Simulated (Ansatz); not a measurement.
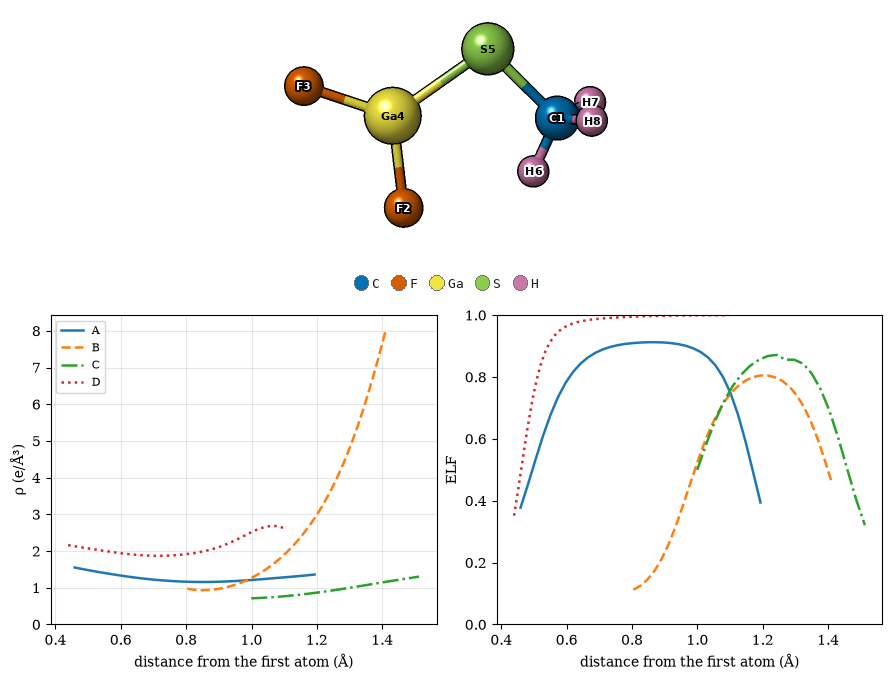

Figure. CH3F2GaS (SMILES C[S][Ga]([F])[F]). Electron density and electron localisation function along straight lines between neighbouring atoms. The curves leave out the atomic cores. The structure is drawn too.

Geometry: PBE0-D4/def2-SVP.

The calculation used isolated molecule in a Gaussian basis; Kohn-Sham density functional theory, functional PBE0 (Ansatz).

The calculation's input:

```
crystal:
  periodic: [false, false, false]
  atoms:
    - {symbol: C, position_ang: [-0.579074, -0.754585, 1.006421]}
    - {symbol: F, position_ang: [0.028690, -0.131826, -2.180531]}
    - {symbol: F, position_ang: [1.684606, 2.283539, -1.825458]}
    - {symbol: Ga, position_ang: [0.762194, 1.012570, -1.080855]}
    - {symbol: S, position_ang: [0.466137, 0.753556, 1.043593]}
    - {symbol: H, position_ang: [-0.758317, -1.096246, -0.020738]}
    - {symbol: H, position_ang: [-0.066033, -1.544450, 1.570247]}
    - {symbol: H, position_ang: [-1.538203, -0.522557, 1.487321]}
basis:
  gaussian: {orbitals: def2-TZVPD}
output: {forces: true, orbitals: {seedname: orbitals}}
hamiltonian: {xc: {name: PBE0}}
```

Run with:

```sh
ansatz run input.yaml --threads 2 --pin off --max-ram 5220MiB --events-out events.jsonl --progress --plain --runs-dir runs
```

Which curve belongs to which contact (C–H, C–S, Ga–F and Ga–S)? The first atom named is at distance zero.

Answer. Curve A: C–S (1.84 Å): ρ is about 1.2 e/Å³ halfway; the ELF peaks at about 0.90 between the atoms; a shared electron pair. Curve B: Ga–F (1.74 Å): ρ is about 0.94 e/Å³ halfway; the ELF peaks at about 0.80 in the valence shell of F, 0.5 Å from its nucleus, and is about 0.15 at the midpoint. Curve C: Ga–S (2.16 Å): ρ is about 0.75 e/Å³ halfway; the ELF peaks at about 0.85 in the valence shell of S, 0.9 Å from its nucleus, and is about 0.70 at the midpoint. Curve D: C–H (1.10 Å): ρ at the midpoint is about 2 e/Å³; the ELF climbs to about 1 towards the hydrogen, as it does in any bond to H: a covalent bond by its length.
